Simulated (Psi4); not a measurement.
# GaN2H4Cl (SMILES [NH2][Ga]([NH2])[Cl]), step by step

Wanted: a series of 10 runs (PBE-D4/def2-SVP, PBE0-D4/def2-TZVP, PBE-D4/def2-TZVPP, r2SCAN-D4/def2-TZVPP, B3LYP-D4/def2-TZVPP, PBE0-D4/def2-TZVPP, wB97M-V/def2-TZVPP, CCSD(T)/def2-TZVPP, and more) of GaN2H4Cl. 

The results are computed with Psi4 1.11.

## (1) The molecule

The species is GaN2H4Cl (8 atoms), meant as a singlet with charge 0. SMILES: `[NH2][Ga]([NH2])[Cl]`. The shape comes from GFN2-xTB, rattled, which is rough for such elements, and wasn't checked as a minimum. The run starts from this shape.

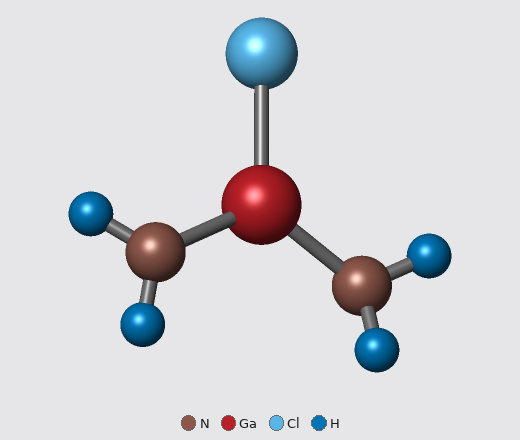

Viewed from a chosen angle; nitrogen brown, gallium red, chlorine blue, hydrogen blue.

## (2) A structure relaxation at PBE-D4/def2-SVP (density fitting) (run 1)

input.in

```
memory 4400 MB

molecule system {
  N     -0.369386     1.583688    -0.313666
  Ga    -0.299805    -0.270884    -0.343693
  N      0.773741    -1.150799     0.785010
  Cl    -1.527759    -1.347602    -1.713729
  H     -1.208512     2.008585    -0.692016
  H     -0.050667     2.083526     0.478404
  H      1.602388    -0.687000     1.215761
  H      1.043811    -2.118973     0.575278
  symmetry c1
}

set globals {
  basis                   def2-SVP
  reference               rks
  scf_type                df
  geom_maxiter            60
  max_force_g_convergence 0.0005
}

e_tot, wfn = opt('pbe-d4', return_wfn=True)
```

On the command line:

```console
psi4 -n 2 input.in input.out
```

input.out:

```text
Psi4 1.11 release

gradient() will perform analytic gradient computation.

   => Loading Basis Set <=

    Name: DEF2-SVP
    Role: ORBITAL
    Keyword: BASIS

   => PBE-D4(BJ,EEQ)ATM: Empirical Dispersion <=

        a1 =       0.385750
        a2 =       4.806885
       alp =      16.000000
        s6 =       1.000000
        s8 =       0.959481
        s9 =       1.000000
        ga =       3.000000
        gc =       2.000000
        wf =       6.000000

         ---------------------------------------------------------
                                   SCF
                              RKS Reference
                        2 Threads,   4196 MiB Core
         ---------------------------------------------------------

  ==> Geometry <==

    Molecular point group: c1
    Full point group: C1

    Geometry (in Angstrom), charge = 0, multiplicity = 1:

       Center              X                  Y                   Z               Mass
    ------------   -----------------  -----------------  -----------------  -----------------
         N            0.123714862751     2.013586817936     0.241217386384    14.003074004430
         GA           0.193295862751     0.159014817936     0.211190386384    68.925573500000
         N            1.266841862751    -0.720900182064     1.339893386384    14.003074004430
[... 4 lines of this table left out ...]
         H            1.536911862751    -1.689074182064     1.130161386384     1.007825032230

  Running in c1 symmetry.

  Rotational constants: A =      0.19283  B =      0.09622  C =      0.06435 [cm^-1]
  Rotational constants: A =   5780.85205  B =   2884.50505  C =   1929.19469 [MHz]
  Nuclear repulsion =  357.245697221414048

  Charge       = 0
  Multiplicity = 1
  Electrons    = 66
  Nalpha       = 33
  Nbeta        = 33

  ==> Algorithm <==

  SCF Algorithm Type is DF.
  DIIS enabled.
  MOM disabled.
  Fractional occupation disabled.
  Guess Type is SAD.
  Energy threshold   = 1.00e-08
  Density threshold  = 1.00e-08
  Integral threshold = 1.00e-12

  ==> Primary Basis <==

  Basis Set: DEF2-SVP
    Blend: DEF2-SVP
    Number of shells: 44
    Number of basis functions: 98
    Number of Cartesian functions: 104
    Spherical Harmonics?: true
    Max angular momentum: 2

  ==> DFT Potential <==

   => LibXC <=

    Version 7.1.2

   => Composite Functional: PBE-D4BJEEQATM <=

    PBE GGA Exchange-Correlation Functional

    Deriv               =              1
    GGA                 =           TRUE
    Meta                =          FALSE

    Exchange Hybrid     =          FALSE
    MP2 Hybrid          =          FALSE

   => Exchange Functionals <=

    1.0000     XC_GGA_X_PBE

   => Correlation Functionals <=

    1.0000     XC_GGA_C_PBE

   => LibXC Density Thresholds  <==

    XC_GGA_C_PBE:  1.00E-12
    XC_GGA_X_PBE:  1.00E-15

   => Molecular Quadrature <=

    Radial Scheme          =       TREUTLER
    Pruning Scheme         =           NONE
    Nuclear Scheme         =       TREUTLER

    Blocking Scheme        =         OCTREE
    BS radius alpha        =              1
    Pruning alpha          =              1
    Radial Points          =             75
    Spherical Points       =            302
    Total Points           =         173026
    Total Blocks           =           1334
    Max Points             =            256
    Max Functions          =             95
    Weights Tolerance      =       1.00E-15

   => Loading Basis Set <=

    Name: (DEF2-SVP AUX)
    Role: JKFIT
    Keyword: DF_BASIS_SCF

  ==> Integral Setup <==

  DFHelper Memory: AOs need 0.049 GiB; user supplied 2.741 GiB.
  SCF_SUBTYPE=INCORE selected. In-core MEM_DF algorithm will be used.
  Using in-core AOs.

  ==> MemDFJK: Density-Fitted J/K Matrices <==

    J tasked:                   Yes
    K tasked:                    No
    wK tasked:                   No
    Memory [MiB]:              2807
    Algorithm:                 Core
    Schwarz Cutoff:           1E-12
    Mask sparsity (%):       2.6656
    Fitting Condition:        1E-10

   => Auxiliary Basis Set <=

  Basis Set: (DEF2-SVP AUX)
    Blend: DEF2-UNIVERSAL-JKFIT
    Number of shells: 172
    Number of basis functions: 620
    Number of Cartesian functions: 792
    Spherical Harmonics?: true
    Max angular momentum: 5

  Cached 100.0% of DFT collocation blocks in 0.332 [GiB].

  Minimum eigenvalue in the overlap matrix is 1.8771256532E-02.
  Reciprocal condition number of the overlap matrix is 3.9634218694E-03.
    Using symmetric orthogonalization.

  ==> Pre-Iterations <==

  SCF Guess: Superposition of Atomic Densities via on-the-fly atomic UHF (no occupation information).

   -------------------------
    Irrep   Nso     Nmo
   -------------------------
     A         98      98
   -------------------------
    Total      98      98
   -------------------------

  ==> Iterations <==

                           Total Energy        Delta E     RMS |[F,P]|

[... 2 lines left out ...]
   @DF-RKS iter   2: -2440.12762213566793    5.35161e+01   8.46560e-02 DIIS/ADIIS
[... 3 lines left out ...]
   @DF-RKS iter   6: -2495.97049400245896   -3.38203e-02   6.26674e-04 DIIS/ADIIS
[... 3 lines left out ...]
   @DF-RKS iter  10: -2495.97213247963236   -3.33628e-06   7.25983e-06 DIIS
[... 3 lines left out ...]
   @DF-RKS iter  14: -2495.97213277641504   -3.63798e-12   4.71257e-09 DIIS
[... 36 lines left out ...]
    Nuclear Repulsion Energy =            357.2456972214140478
[... 3 lines left out ...]
    Empirical Dispersion Energy =          -0.0061604188202969
[... 17 lines left out ...]
 Dipole Y            :         -2.2261546            2.6135762            0.3874216
[... 124 lines left out ...]
	Measures of convergence in internal coordinates in au.
[... 144 lines left out ...]
                           Total Energy        Delta E     RMS |[F,P]|
[... 4 lines left out ...]
   @DF-RKS iter   3: -2495.97502293004709   -6.85041e-05   2.70213e-05 DIIS
[... 3 lines left out ...]
   @DF-RKS iter   7: -2495.97502636790068   -5.94309e-09   3.45265e-07 DIIS
[... 3 lines left out ...]
  Energy and wave function converged.
[... 17 lines left out ...]
    One-Electron Energy =               -4178.8473457670534117
[... 3 lines left out ...]
    VV10 Nonlocal Energy =                  0.0000000000000000
[... 17 lines left out ...]
 Dipole Z            :         -2.5416597            3.1969894            0.6553297
[... 97 lines left out ...]
	   Step    Total Energy     Delta E     Max Force     RMS Force      Max Disp      RMS Disp
[... 110 lines left out ...]
   @DF-RKS iter   0: -2495.97315077018493   -2.49597e+03   4.55616e-04
[... 3 lines left out ...]
   @DF-RKS iter   4: -2495.97526842521938   -1.78412e-06   6.82880e-06 DIIS
[... 3 lines left out ...]
   @DF-RKS iter   8: -2495.97526864195879   -2.58751e-10   5.86669e-08 DIIS
[... 14 lines left out ...]
  @DF-RKS Final Energy: -2495.97526864197243
[... 6 lines left out ...]
    DFT Exchange-Correlation Energy =    -118.0303792754893948
[... 17 lines left out ...]
 Dipole X            :         -2.1907503            2.7753445            0.5845941
[... 92 lines left out ...]
	                                 ==> Convergence Check <==
[... 78 lines left out ...]
    Weights Tolerance      =       1.00E-15
[... 40 lines left out ...]
   @DF-RKS iter   2: -2495.97531695184307    1.94396e-05   8.41828e-05 DIIS
[... 3 lines left out ...]
   @DF-RKS iter   6: -2495.97535444390769   -1.32850e-08   4.14292e-07 DIIS
[... 3 lines left out ...]
  Energy and wave function converged.
[... 17 lines left out ...]
    One-Electron Energy =               -4177.3726202033412847
[... 3 lines left out ...]
    VV10 Nonlocal Energy =                  0.0000000000000000
[... 17 lines left out ...]
 Dipole Z            :         -2.3537127            3.0298809            0.6761682
[... 97 lines left out ...]
	   Step    Total Energy     Delta E     Max Force     RMS Force      Max Disp      RMS Disp
[... 93 lines left out ...]
   @DF-RKS iter   0: -2495.97523806765867   -2.49598e+03   1.77173e-04
[... 3 lines left out ...]
   @DF-RKS iter   4: -2495.97537949153684   -6.90671e-07   2.51611e-06 DIIS
[... 3 lines left out ...]
   @DF-RKS iter   8: -2495.97537952213406   -4.00178e-11   2.33967e-08 DIIS
[... 14 lines left out ...]
  @DF-RKS Final Energy: -2495.97537952213861
[... 6 lines left out ...]
    DFT Exchange-Correlation Energy =    -118.0305397417296263
[... 17 lines left out ...]
 Dipole X            :         -2.0882000            2.6831844            0.5949844
[... 92 lines left out ...]
	                                 ==> Convergence Check <==
[... 78 lines left out ...]
    Weights Tolerance      =       1.00E-15
[... 40 lines left out ...]
   @DF-RKS iter   2: -2495.97539422314458   -3.69079e-07   2.68102e-05 DIIS
[... 3 lines left out ...]
   @DF-RKS iter   6: -2495.97539786127527   -2.93676e-09   1.65177e-07 DIIS
[... 3 lines left out ...]
  Energy and wave function converged.
[... 17 lines left out ...]
    Virtual:

      34A     -0.037391    35A     -0.010198    36A      0.040491
      37A      0.041077    38A      0.093845    39A      0.104470
      40A      0.107388    41A      0.127768    42A      0.150385
[... 18 lines of this table left out ...]
      97A      3.215848    98A      3.233021

    Final Occupation by Irrep:
              A
    DOCC [    33 ]
    NA   [    33 ]
    NB   [    33 ]

  @DF-RKS Final Energy: -2495.97539786137304

   => Energetics <=

    Nuclear Repulsion Energy =            354.4869989727601478
    One-Electron Energy =               -4177.5265568384329526
    Two-Electron Energy =                1445.1008673186788656
    DFT Exchange-Correlation Energy =    -118.0305835804527703
    Empirical Dispersion Energy =          -0.0061237339265633
    VV10 Nonlocal Energy =                  0.0000000000000000
    Total Energy =                      -2495.9753978613730396

Computation Completed

Properties will be evaluated at   0.000000,   0.000000,   0.000000 [a0]

Properties computed using the SCF density matrix

 Multipole Moments:

 ------------------------------------------------------------------------------------
     Multipole            Electronic (a.u.)      Nuclear  (a.u.)        Total (a.u.)
 ------------------------------------------------------------------------------------

 L = 1.  Multiply by 2.5417464519 to convert [e a0] to [Debye]
 Dipole X            :         -2.0462262            2.6412744            0.5950482
 Dipole Y            :         -1.8099126            2.3380963            0.5281836
 Dipole Z            :         -2.2643509            2.9350113            0.6706605
 Magnitude           :                                                    1.0405988

 ------------------------------------------------------------------------------------

	total time  =          2 seconds =       0.03 minutes

         ------------------------------------------------------------
                                   SCF GRAD
         ------------------------------------------------------------

  ==> Geometry <==

    Molecular point group: c1
    Full point group: C1

    Geometry (in Angstrom), charge = 0, multiplicity = 1:

       Center              X                  Y                   Z               Mass
    ------------   -----------------  -----------------  -----------------  -----------------
         N            0.085230272850     2.002221641865     0.197946899746    14.003074004430
         GA           0.203509153105     0.180502659190     0.226272979836    68.925573500000
         N            1.294279718700    -0.782692398926     1.327096291037    14.003074004430
[... 4 lines of this table left out ...]
         H            1.482196543351    -1.757990737375     1.084327130302     1.007825032230

  Nuclear repulsion =  354.486998972760148

   => Molecular Quadrature <=

    Radial Scheme          =       TREUTLER
    Pruning Scheme         =           NONE
    Nuclear Scheme         =       TREUTLER

    Blocking Scheme        =         OCTREE
    BS radius alpha        =              1
    Pruning alpha          =              1
    Radial Points          =             75
    Spherical Points       =            302
    Total Points           =         173048
    Total Blocks           =           1339
    Max Points             =            256
    Max Functions          =             95
    Weights Tolerance      =       1.00E-15

  -Total Gradient:
     Atom            X                  Y                   Z
    ------   -----------------  -----------------  -----------------
       1       -0.000099913454    -0.000015782647    -0.000036773738
       2        0.000163177526     0.000014496661     0.000236817806
       3        0.000000921634    -0.000066677522    -0.000269770255
[... 4 lines of this table left out ...]
       8        0.000044698113     0.000037921579     0.000066080211

	total time  =          1 seconds =       0.02 minutes

    			-----------------------------------------

    			 OPTKING 3.0: for geometry optimizations

    			        with contributions from

    			-----------------------------------------

	                            ===> Fragment 1 <==

	 Z (Atomic Numbers)          Masses                          Geom
	       7.000000            14.003074          0.16106187  3.78365055  0.37406543
	      31.000000            68.925573          0.38457656  0.34110059  0.42759396
	       7.000000            14.003074          2.44583420 -1.47907427  2.50784853
[... 4 lines of this table left out ...]
	       1.000000             1.007825          2.80094553 -3.32212102  2.04908131

	 - Coordinate -           - BOHR/RAD -       - ANG/DEG -
	 R(1,2)           =         3.450214           1.825774
	 R(1,5)           =         1.932559           1.022666
	 R(1,6)           =         1.932708           1.022745
[... 20 lines of this table left out ...]
	 D(4,2,3,8)       =         0.298390          17.096489

	        --- Internal Coordinate Step in ANG or DEG, aJ/ANG or AJ/DEG ---
	-------------------------------------------------------------------------------
	           Coordinate      Previous         Force          Change          New
	           ----------      --------        ------          ------        ------
	               R(1,2)       1.82577        0.00033        0.00003       1.82580
	               R(1,5)       1.02267        0.00041        0.00009       1.02276
	               R(1,6)       1.02274        0.00083        0.00007       1.02282
[... 20 lines of this table left out ...]
	           D(4,2,3,8)      17.09649        0.00000       -0.06251      17.03398
	-------------------------------------------------------------------------------

	                                 ==> Convergence Check <==

	Measures of convergence in internal coordinates in au.

	Criteria marked as inactive (o), active & met (*), and active & unmet ( ).

	----------------------------------------------------------------------------------------------
	   Step    Total Energy     Delta E     Max Force     RMS Force      Max Disp      RMS Disp
	----------------------------------------------------------------------------------------------
	  Convergence Criteria              o    5.00e-04 *             o             o             o
	----------------------------------------------------------------------------------------------
	     6   -2495.97539786   -1.83e-05 o    2.37e-04 *    1.02e-04 o    7.89e-03 o    2.80e-03 o  ~
	----------------------------------------------------------------------------------------------

Next Geometry in Ang
	Fragment 1 (Ang)

	    N   0.0845942732   2.0044142458   0.1978154892
	   Ga   0.2059329189   0.1829005022   0.2282545310
	    N   1.2946373940  -0.7835362346   1.3290027619
[... 4 lines of this table left out ...]
	    H   1.4779440765  -1.7589534051   1.0824901114

    Final optimized geometry and variables:
    Molecular point group: c1
    Full point group: C1

    Geometry (in Angstrom), charge = 0, multiplicity = 1:

    N            0.085230272850     2.002221641865     0.197946899746
    GA           0.203509153105     0.180502659190     0.226272979836
    N            1.294279718700    -0.782692398926     1.327096291037
[... 4 lines of this table left out ...]
    H            1.482196543351    -1.757990737375     1.084327130302

    Psi4 run time: 0:00:17.53

[set-up sections that repeat, and orbital energies of the middle runs, are left out above]
```

On the terminal:

```text
Optimizer: Optimization complete!
```

It took 19 s on 2 threads of Intel Xeon 6975P-C (Granite Rapids), shared host; peak memory 0.73 GiB.

Steps, from the record of the run:

```
step  energy from the first frame kept (eV)  largest force (eV/Å)
   0                                 0.0000                2.0273
   1                                -0.0787                0.3887
   2                                -0.0853                0.1707
   3                                -0.0877                0.0335
   4                                -0.0883                0.0306
   5                                -0.0888                0.0148
```

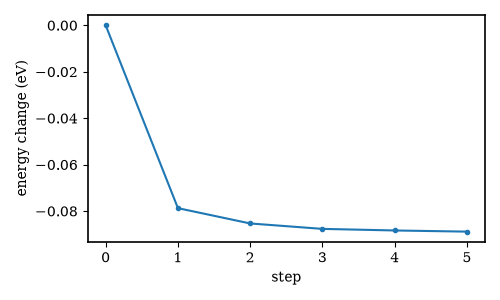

Energy along the run.

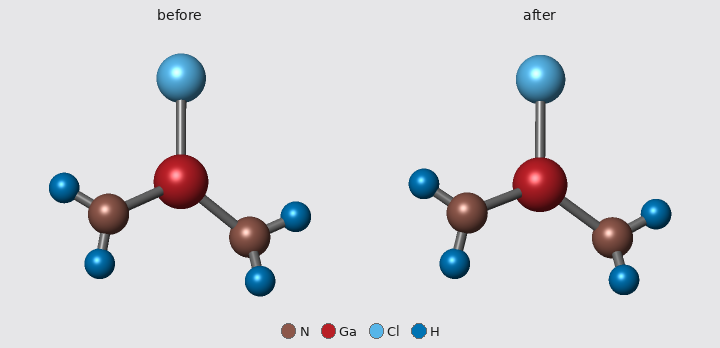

Before and after, at one scale.

After the run. Bond lengths: N1–Ga2 1.826 Å, Ga2–N3 1.825 Å, Ga2–Cl4 2.170 Å, N1–H5 1.023 Å, N1–H6 1.023 Å, N3–H7 1.023 Å, N3–H8 1.022 Å. Angles: N1–Ga2–N3 125.1°, N1–Ga2–Cl4 117.5°, N3–Ga2–Cl4 117.4°, Ga2–N1–H5 117.8°, Ga2–N1–H6 119.3°, Ga2–N3–H7 119.6°, Ga2–N3–H8 118.0°, H5–N1–H6 110.4°, H7–N3–H8 110.6°.

(Part 1 of 2 ends here.)
